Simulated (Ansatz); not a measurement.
## Electronic structure of C$_{2}$H$_{4}$AuNO (SMILES CC#[N+][Au-][OH]) in real space

```xyz
9

C     0.8860   -1.9796    0.7866
C     0.3838   -0.7231    0.2844
N    -0.0145    0.2744   -0.1139
Au   -0.7094    1.9652   -0.7868
O    -1.3143    3.6760   -1.4699
H     1.5687   -1.8017    1.6194
H     0.0555   -2.5969    1.1332
H     1.4185   -2.5109   -0.0041
H    -2.2743    3.6966   -1.4489
```

Geometry: PBE0-D4/def2-TZVP; core potentials replace the inner electrons of Au.

These are results of isolated molecule in a Gaussian basis; Hartree-Fock in Ansatz 0.2.0, not measurements.

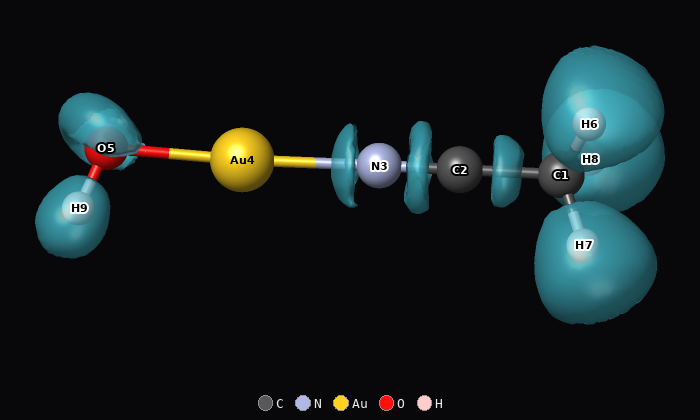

Figure 1. Isosurface of the ELF at 0.85 (cyan), seen at a tilt. Core shells and regions of very low density are left out.

What do the ELF domains correspond to?

The surface consists of one region between bonded C–C atoms (shared pairs), one region between bonded C–N atoms (shared pairs), four regions around hydrogen nuclei, one lobe of the valence shell of N pointing towards Au (polar bonds) and one lobe on O, pointing away from the bonds (lone pairs, which may merge into one lobe). Profiles from the grid: C–N (1.15 Å): the ELF peaks at about 0.85 between the atoms (a short, multiple covalent bond). C–C (1.44 Å): the ELF peaks at about 1 between the atoms, as expected for a covalent bond.

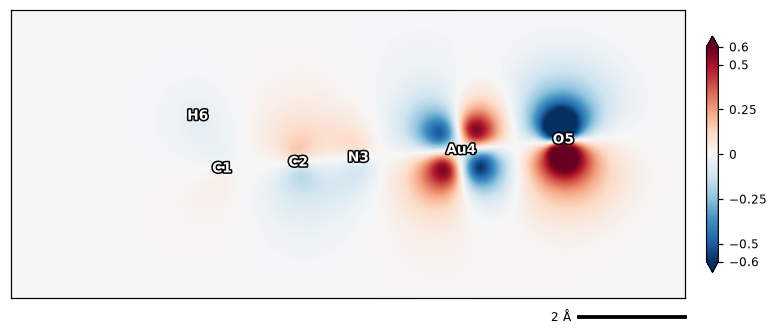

Figure 2. The HOMO−1 on the plane of atoms C2, C1 and H6 (values in Å⁻³ᐟ²; the overall sign is arbitrary).

Describe this orbital and give its energy.

By Hirshfeld shares it lies mainly on O5 (about 60 %) and Au4 (about 30 %). Its energy is −9.65 eV.

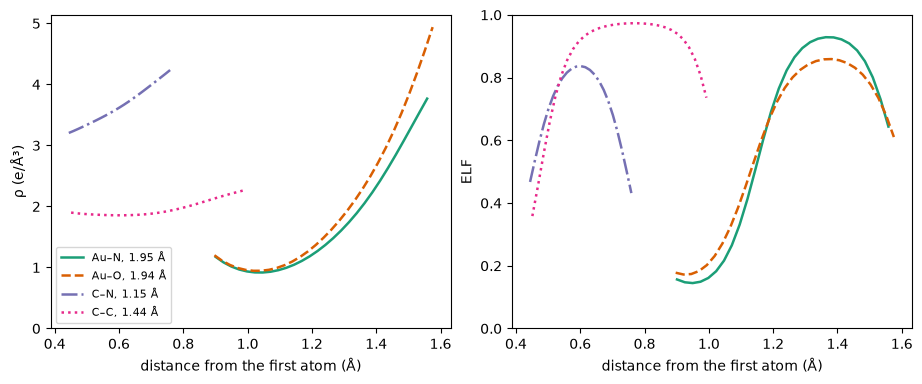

Figure 3. Electron density and ELF along straight lines between neighbouring atoms. The curves leave out the atomic cores.

Compare the contacts.

Au–N (1.95 Å): ρ at the midpoint is about 0.97 e/Å³; the ELF peaks at about 0.95 in the valence shell of N, 0.6 Å from its nucleus, and drops to about 0.15 between the two atoms.
Au–O (1.94 Å): the density is about 0.99 e/Å³ at the midpoint; the ELF peaks at about 0.85 in the valence shell of O, 0.6 Å from its nucleus, and is about 0.20 at the midpoint.
C–N (1.15 Å): ρ at the midpoint is about 3.5 e/Å³; the ELF peaks at about 0.85 between the atoms; a short, multiple covalent bond.
C–C (1.44 Å): the density is about 1.9 e/Å³ at the midpoint; the ELF peaks at about 1 between the atoms: a covalent bond.

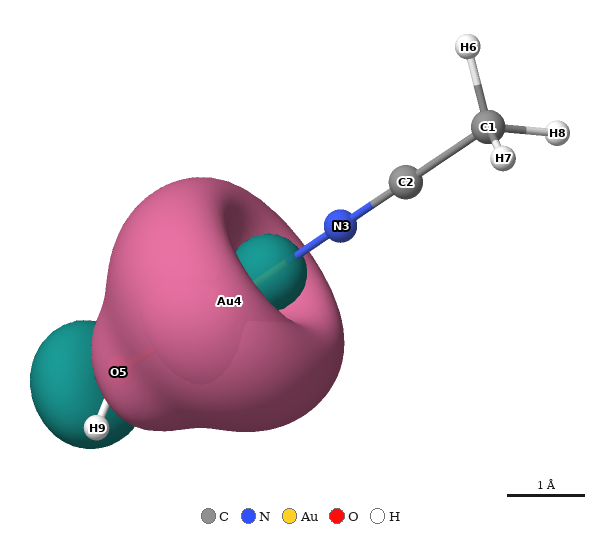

Figure 4. The HOMO at ±0.1 Å⁻³ᐟ² (teal and pink are the two phases), seen at an oblique angle.

Where does this orbital lie, and at what energy?

It lies mainly on Au4 (about 75 %) and O5 (about 20 %). Its energy is −9.22 eV.
